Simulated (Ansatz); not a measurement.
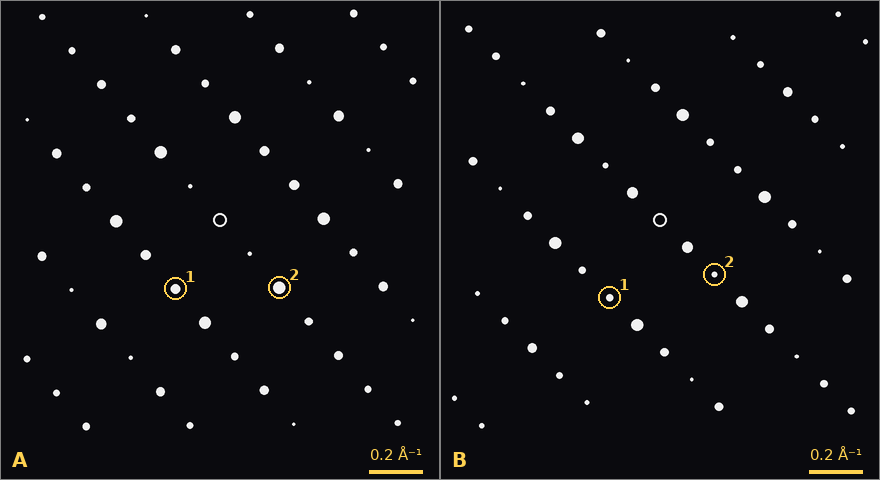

Kinematic electron diffraction patterns (200 kV, B = 0.5 Å², same scale) along [100] of the run's own cell, for the start and the end of one relaxation of Lu2Be with DFT, PAW plane waves, pbe (Ansatz 0.2.0). k mesh 9×9×9. The start is a generated model structure, and the relaxation ends in the nearest stationary point of its symmetry, not necessarily the ground state. Spot 1 is 0 -1 -1 and spot 2 is 0 0 -2 in both.

Start structure:

```
Lu Be
1.0
     0.00000    2.92291    0.00000
     2.92291    0.00000    0.00000
     1.46146    1.46146   -6.84563
Lu Be
2 1
Direct
  0.32400 0.32400 0.35200
  0.67600 0.67600 0.64800
  0.00000 0.00000 0.00000
```

**Which pattern belongs to the start structure, and which to the relaxed one?**

B is the start: its cell gives d(1) = 2.858 Å, d(2) = 3.423 Å and an angle of 77.9°. A is the relaxed structure, with d(1) = 3.222 Å (+12.7 %), d(2) = 2.940 Å (-14.1 %) and 74.1°.

**Name reflections whose intensity changes strongly on relaxation.**

0 0 1 goes from 66 to 0.55 % of the strongest spot; 0 1 -3 goes from 0.1 to 36 % of the strongest spot; 0 0 2 goes from 4.7 to 100 % of the strongest spot.

**Summarise the relaxation behind the change.**

The volume changed by +12.8 % to 22.00 Å³ an atom; with the mean shift removed, the atoms moved by up to 0.45 Å relative to the cell (Lu most); the space group stayed I4/mmm (No. 139); the free energy fell by 810 meV an atom. Relaxed cell: a = 3.350 Å, b = 3.350 Å, c = 6.339 Å, α = 74.68°, β = 74.68°, γ = 90.00°.
